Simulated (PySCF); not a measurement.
**CH$_{10}$FNSi$_{3}$: density, localisation and related maps**

```xyz
16

C    -1.7539    1.1260   -1.1494
Si   -1.2295   -0.4385   -0.1822
N    -1.2350   -0.2650    1.5378
Si    0.9538   -1.0179   -0.7226
Si    2.5954   -0.1023    0.6219
F     1.8369    0.9652    1.5891
H    -2.7599    1.4425   -0.8852
H    -1.7374    0.9573   -2.2225
H    -1.0882    1.9606   -0.9413
H    -2.2635   -1.4610   -0.4147
H    -2.1079   -0.0989    2.0126
H    -0.5104    0.2794    1.9784
H     1.2638   -0.6432   -2.1177
H     1.1545   -2.4782   -0.7343
H     3.2532   -0.9618    1.6037
H     3.6206    0.7450    0.0148
```

Geometry: GFN2-xTB.

Method: CAM-B3LYP/def2-SVPD, SCF density, gas phase (PySCF 2.14.0).

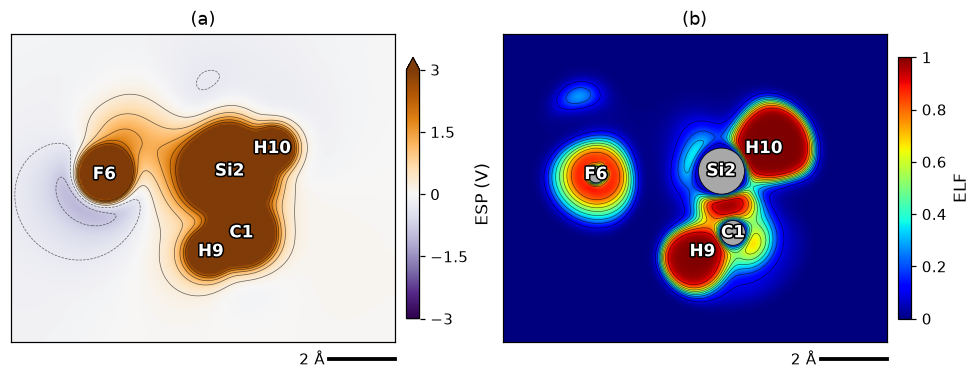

Figure 1. (a) molecular electrostatic potential; (b) ELF on the plane of atoms Si2, C1 and H9. Grey discs cover the atomic cores in the ELF map.

**Describe what can be read from this map.**

Atoms in the plane: C, Si, F and H. C–Si (1.91 Å): the ELF peaks at about 0.95 between the atoms (a shared electron pair). C–H (1.09 Å): the ELF climbs to about 1 towards the hydrogen, as it does in any bond to H (a covalent bond by its length). Si–H (1.47 Å): the ELF climbs to about 1 towards the hydrogen. The ELF also peaks beside F6, away from the bonds: lone-pair regions. Outside the dense part of the molecule the potential is most negative (−1.0 V) near F6.

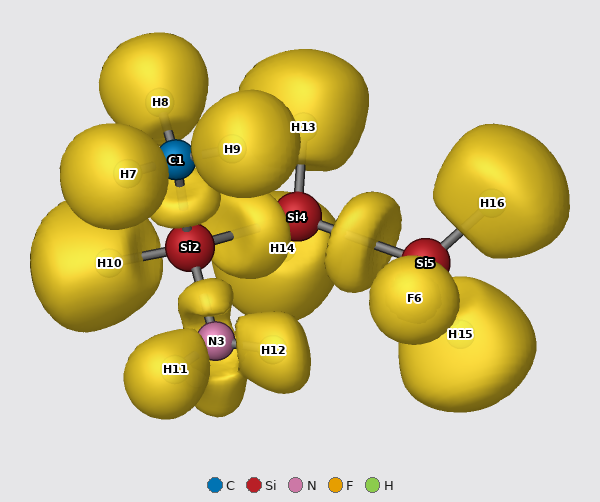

Figure 2. Isosurface of the electron localisation function at 0.8 (yellow), seen at a tilt. Only the valence region is drawn (cores and ρ < 0.01 e/Å³ removed).

**What do the ELF domains correspond to?**

The ELF exceeds this value in one region between bonded C–Si atoms (shared pairs), two regions between bonded Si–Si atoms (shared pairs), eight regions around hydrogen nuclei, one region wrapped around F (its lone pairs, merged into a ring or cap) and one joined region spread over several atoms (H, N), in which their bonds and any lone pairs are merged.


Si–F (1.63 Å): the ELF peaks at about 0.85 in the valence shell of F, 0.6 Å from its nucleus, and is about 0.45 at the midpoint. Si–N (1.73 Å): the ELF peaks at about 0.95 between the atoms (a shared but strongly polarised pair).

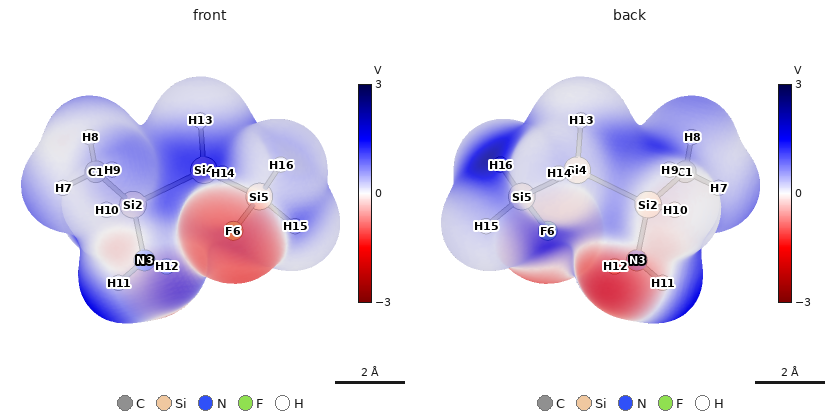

Figure 3. The molecular electrostatic potential painted on the density surface at 0.002 e/bohr³, seen from the front and from behind; red is negative and blue positive.

**Describe the electrostatic potential map.**

The most negative region (about −1.2 V, or −28 kcal/mol for a unit charge) lies over N3, the most positive (about +1.9 V, or +44 kcal/mol for a unit charge) over Si5. N3 is the likeliest acceptor of a hydrogen bond.
